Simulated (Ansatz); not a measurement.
# Starting-point dependence of the GW gap of LuVO4 (I4_1/a), part 2 of 2

Aim: G0W0 for LuVO4 (I4_1/a) on several starting functionals, at one mesh, band count and screening cutoff.

Ansatz 0.2.0; G0W0 on several functionals, plane waves, PAW. Known limits of the many-body steps: not at the basis limit; no spin polarisation; d states lean on the start; no spin-orbit coupling.

So far. Step 2 (G0W0 on r2SCAN): The gap on the mesh goes from 2.94 eV to 4.49 eV, a correction of +1.55 eV. Between the two edge states, bare exchange in place of the xc potential would open the gap by 12.76 eV, and correlation takes back 11.21 eV.

In doubt: masses and optical values from hybrid runs of this build are listed as unsure (steps 3, 4), which bears on the screening that GW takes from such a start; one-shot GW on d or f shells is unsure, so the values of those runs are not to be relied on.

## 3. G0W0 on HSE06

The same correction from a different start measures what one shot leaves open.

This step: G0W0 on HSE06, plane waves, PAW.

input.yaml reads:

```yaml
crystal:
  lattice:
    - [-2.4692367723, 2.4692367723, 5.4391946445]
    - [2.4692367723, -2.4692367723, 5.4391946445]
    - [2.4692367723, 2.4692367723, -5.4391946445]
  atoms:
    - { symbol: Lu, position: [0.5, 0.5, 0.0] }
    - { symbol: Lu, position: [0.25, 0.75, 0.5] }
    - { symbol: V, position: [0.0, 0.0, 0.0] }
    - { symbol: V, position: [0.75, 0.25, 0.5] }
    - { symbol: O, position: [0.9293179326, 0.8262512803, 0.591803214] }
    - { symbol: O, position: [0.5762512803, 0.4844480663, 0.3969333477] }
    - { symbol: O, position: [0.0875147186, 0.1793179326, 0.6030666523] }
    - { symbol: O, position: [0.2344480663, 0.3375147186, 0.408196786] }
    - { symbol: O, position: [0.5155519337, 0.9124852814, 0.091803214] }
    - { symbol: O, position: [0.6624852814, 0.0706820674, 0.8969333477] }
    - { symbol: O, position: [0.1737487197, 0.7655519337, 0.1030666523] }
    - { symbol: O, position: [0.8206820674, 0.4237487197, 0.908196786] }
kpoints:
  mp_grid: { grid: [4, 4, 4] }
hamiltonian:
  xc: hse06
  pseudopotentials: { kind: paw, source: ansatz }
scf:
  occupations: { method: fixed }
gw:
  n_empty_bands: 788
  ecut_chi: 190.0
  qp_bands: [v4, c4]
  qp_kpoints: band_edges
  screening: { model: contour_deformation }
```

Launch:

```bash
> ansatz run input.yaml --threads 4 --pin off --max-ram 138240MiB --backend cuda --events-out ev --progress --plain --runs-dir out --devices 1 --max-vram 26GiB
```

Numbers of over 12 decimals in the logs are rounded to 6 here.

What it wrote:

```text
GPUs: using 1 of 1 available (devices: 1).
[...]
davidson cushion auto → on  (no smearing: the cushion is to keep the highest requested band from converging to the state above it; pin scf.eigensolver.cushion to override)
[...]
GPU FFT provider: cuFFT
GPU libraries: cuBLAS 13.8.2, cuFFT 12.4.0, cuSOLVER 12.3.4
Crystal: 12 atoms, lattice volume = 132.654 Å³
Basis set: ecut = 930 eV, 8587 PW (Γ)
Bands: 75, of which v1, the nominal top of the filled ones, is band 62 counted from 1 (61 counted from 0)
Symmetry: 8 space group operations
[...]
k-points: 14 of 64
[...]
GPU buffer pool allocated for 373248 grid points (all kernels)
[...]
SCF iter   1: F=—  HF=-39880.815729 eV  |F-HF|=—  |Δ(HF+E_count)|=         —  Δρ=1.09e-1  dr2=1.93e1  ethr=1.00e-1  ⟨swp⟩=4.0  Hψ=2985  notcnv=0
[...]
SCF iter   8: F=-39875.301040 eV  HF=-39875.301129 eV  |F-HF|=8.91e-5  |Δ(HF+E_count)|=   6.78e-5  Δρ=4.45e-4  dr2=1.50e-4  ethr=3.83e-6  ⟨swp⟩=3.6  Hψ=2469  notcnv=0
SCF 1 stopped early in 8 iterations: F = -39875.301040 eV  dr2 = 1.50e-4
[...]
GPU FFT provider: cuFFT
GPU libraries: cuBLAS 13.8.2, cuFFT 12.4.0, cuSOLVER 12.3.4
[...]
GPU buffer pool allocated for 373248 grid points (all kernels)
[...]
Frozen-core exchange: fock
[...]
Internal energy: -39869.672317 eV  (E = F + TS)
E sigma→0 (E₀):  -39869.672317 eV
Fermi energy:    9.504629 eV
[...]
--- Band table (eV; the first three rows and the last of 14) ---
  k-point 0: bands = [... 58 lower, 8.6340, 9.1115, 9.5046, 9.5046, 13.6947, 14.1237, 14.3487, 14.4887, ... 2 higher]
  k-point 1: bands = [... 58 lower, 8.7395, 8.9877, 9.0203, 9.2618, 13.9451, 14.3129, 14.3548, 14.6760, ... 2 higher]
  k-point 2: bands = [... 58 lower, 8.9041, 8.9041, 8.9936, 8.9936, 13.9611, 13.9611, 14.6668, 14.6668, ... 2 higher]
  k-point 13: bands = [... 58 lower, 8.9904, 8.9904, 9.4140, 9.4140, 13.8439, 13.8439, 14.2219, 14.2219, ... 2 higher]
  guard bands above this table: 7 of the run's 75 bands. The solve was not asked for them (output.publish_guard_bands: true or output.eigenvalues: true publishes all)
[...]
0    59      8.6340   -26.9907     4.0104   -22.9122  0.7684     8.5658     8.5658  root
     0    60      9.1115   -26.6919     3.9659   -22.6724  0.7728     9.0578     9.0578  root
     0    61      9.5046   -26.5539     3.9857   -22.5380  0.7701     9.4744     9.4744  root
     0    62      9.5046   -26.5539     3.9857   -22.5380  0.7701     9.4744     9.4744  root
     0    63     13.6947   -15.3439    -6.4569   -22.3905  0.7655    14.2882    14.2843  root
     0    64     14.1237   -15.8809    -6.2309   -22.7461  0.7657    14.7625    14.7580  root
     0    65     14.3487   -16.1019    -6.1096   -22.8597  0.7655    15.0017    14.9970  root
     0    66     14.4887   -16.4302    -6.0842   -23.1548  0.7561    15.1342    15.1291  root
[...]
13    63     13.8439   -15.3506    -6.2048   -22.1557  0.7691    14.4481    14.4442  root
    13    64     13.8439   -15.3506    -6.2048   -22.1557  0.7691    14.4481    14.4442  root
    13    65     14.2219   -16.0895    -6.2035   -22.9304  0.7631    14.8640    14.8593  root
    13    66     14.2219   -16.0895    -6.2035   -22.9304  0.7631    14.8640    14.8593  root
[key lines of the parts left out:]
Free energy (F): -39869.672317 eV
```

The job ended after 6.1 min (1 × NVIDIA H100 80GB HBM3 (shared by 3 runs) with 4 threads of AMD EPYC 7R13 (Zen 3), shared host; peak memory 5.9 GiB).

This step gave:

| Property | Result |
| --- | --- |
| bands summed | 850 |
| RPA ε∞ on this mesh (eigenvalues) | 3.744, 4.081, 4.081 |
| plane waves in the screening matrix | 809 |
| q-points in the mesh | 64 |
| G0W0 gap on the mesh | 4.810 eV |
| k of the valence top | 0, 0, 0 |
| k of the conduction bottom | 0, 0, 0 |
| starting gap on the mesh | 4.190 eV |
| Z at the valence top | 0.7701 |
| Z at the conduction bottom | 0.7655 |
| least direct G0W0 gap on the computed points | 4.810 eV |

Against the run with 4×4×4 mesh, 788 empty bands, screening to 190 eV, hard PAW files on r2SCAN, the gap moves by +0.32 eV, while the start moved by +1.25 eV.

## 4. G0W0 on PBE0

This step: G0W0 on PBE0, plane waves, PAW.

Changes to input.yaml since step 3:

```diff
@@ -21,3 +21,3 @@
 hamiltonian:
-  xc: hse06
+  xc: pbe0
   pseudopotentials: { kind: paw, source: ansatz }
```

What it wrote:

```text
GPUs: using 1 of 1 available (devices: 1).
[...]
GPU FFT provider: cuFFT
GPU libraries: cuBLAS 13.8.2, cuFFT 12.4.0, cuSOLVER 12.3.4
Crystal: 12 atoms, lattice volume = 132.654 Å³
Basis set: ecut = 930 eV, 8587 PW (Γ)
Bands: 75, of which v1, the nominal top of the filled ones, is band 62 counted from 1 (61 counted from 0)
Symmetry: 8 space group operations
[...]
k-points: 14 of 64
[...]
0    65     14.7250   -16.0769    -5.9667   -22.4455  0.7789    15.1284    15.1269  root
     0    66     14.8738   -16.4075    -5.9330   -22.7345  0.7704    15.2693    15.2677  root
[...]
13    63     14.2181   -15.3252    -6.0576   -21.7366  0.7822    14.5730    14.5719  root
    13    64     14.2181   -15.3252    -6.0576   -21.7366  0.7822    14.5730    14.5719  root
    13    65     14.5996   -16.0667    -6.0617   -22.5200  0.7765    14.9926    14.9912  root
    13    66     14.5996   -16.0667    -6.0617   -22.5200  0.7765    14.9926    14.9912  root
[key lines of the parts left out:]
Free energy (F): -39866.318183 eV
Fermi energy:    9.110072 eV
```

The job ended after 6.4 min (1 × NVIDIA H100 80GB HBM3 (shared by 3 runs) with 4 threads; peak memory 5.6 GiB; 10 min of CPU time).

This step gave:

| Quantity | Value |
| --- | --- |
| bands summed | 850 |
| RPA ε∞ on this mesh (eigenvalues) | 3.556, 3.862, 3.862 |
| plane waves in the screening matrix | 809 |
| G0W0 gap on the mesh | 5.074 eV |
| k of the valence top | 0, 0, 0 |
| k of the conduction bottom | 0, 0, 0 |
| starting gap on the mesh | 4.961 eV |
| least direct G0W0 gap on the computed points | 5.074 eV |

Against the run with 4×4×4 mesh, 788 empty bands, screening to 190 eV, hard PAW files on HSE06, the gap moves by +0.26 eV, while the start moved by +0.77 eV.

## 5. Side by side

All on the 4×4×4 mesh with 788 empty bands and screening to 190 eV. Times are wall times on 1 × NVIDIA H100 80GB HBM3 (shared by 3 runs) with 4 threads of AMD EPYC 7R13 (Zen 3), shared host, good to a factor of about two.

| start | starting gap (eV) | shift (eV) | G0W0 gap (eV) | RPA ε∞ (harmonic mean) | Z (valence, conduction) | time |
| --- | --- | --- | --- | --- | --- | --- |
| r2SCAN | 2.94 | +1.55 | 4.49 | 4.60 | 0.74, 0.73 | 2.9 min |
| HSE06 | 4.19 | +0.62 | 4.81 | 3.96 | 0.77, 0.77 | 6.1 min |
| PBE0 | 4.96 | +0.11 | 5.07 | 3.75 | 0.78, 0.78 | 6.4 min |

The parts of the quasiparticle energy at the two band edges (eV; QP = start + Σx + Σc − Vxc):

| run | edge | start | Σx | Σc | Vxc | Z | QP |
| --- | --- | --- | --- | --- | --- | --- | --- |
| r2SCAN | valence top | 10.22 | -27.50 | 4.40 | -22.68 | 0.74 | 9.80 |
| r2SCAN | conduction bottom | 13.17 | -15.88 | -6.82 | -23.82 | 0.73 | 14.29 |
| HSE06 | valence top | 9.50 | -26.55 | 3.99 | -22.54 | 0.77 | 9.47 |
| HSE06 | conduction bottom | 13.69 | -15.34 | -6.46 | -22.39 | 0.77 | 14.28 |
| PBE0 | valence top | 9.11 | -26.56 | 3.85 | -22.94 | 0.78 | 9.34 |
| PBE0 | conduction bottom | 14.07 | -15.33 | -6.31 | -21.98 | 0.78 | 14.42 |

For a hybrid start, Vxc holds its share of exact exchange.

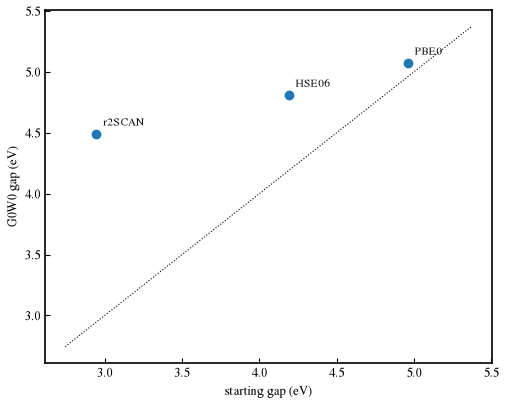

G0W0 gap against starting gap; on the dotted line the correction would vanish.

## 6. Summary of results

| Item | Value |
| --- | --- |
| G0W0@r2SCAN | 4.49 eV (start 2.94 eV) |
| G0W0@HSE06 | 4.81 eV (start 4.19 eV) |
| G0W0@PBE0 | 5.07 eV (start 4.96 eV) |
| known limits | not at the basis limit; no spin polarisation; d states lean on the start; no spin-orbit coupling |

In words: The starting gaps span 2.02 eV and the G0W0 gaps 0.58 eV. Between r2SCAN and PBE0, 0.58 eV of the 2.02 eV survives, 29 %. PBE0 screens less than r2SCAN (ε∞ 3.75 against 4.60). Of the 0.58 eV by which its G0W0 gap is higher, the correlation part gives +1.06 eV, and exchange with the one-particle terms, which follow the orbitals, −0.48 eV. The smallest correction, +0.11 eV, is on PBE0, the start nearest to reproducing itself. Bands and cutoff are finite, so the gap is not at the basis limit. The miss can reach some tenths of an eV and take either sign; the mesh is an error of its own. The runs have no spin polarisation. For a closed low-spin shell that is the natural state; where a d or f shell is open it is a constraint, and the gap is then not the crystal's own. With d states at the gap, one-shot GW leans hard on its start. The many-body steps are scalar-relativistic: spin-orbit coupling is not in them.

[Paths, hosts, dates, memory and timing lines, banners, echoed tables and standing remarks are left out of the program output.]

[Logs are printed without paths, hosts, clocks, repeated set-up lines and the standing remarks that a program may print on its own settings, such as how far it seeks lower states.]

[Runs of the session that timed out or met a known fault of the program may be left out.]

[Cells called generated may have been cut or substituted from an entry of the Crystallography Open Database or the Materials Project.]

[Hosts, paths, dates, database ids (printed as entryN), source tags and the programs' standing remarks are cut or masked in the printed files.]
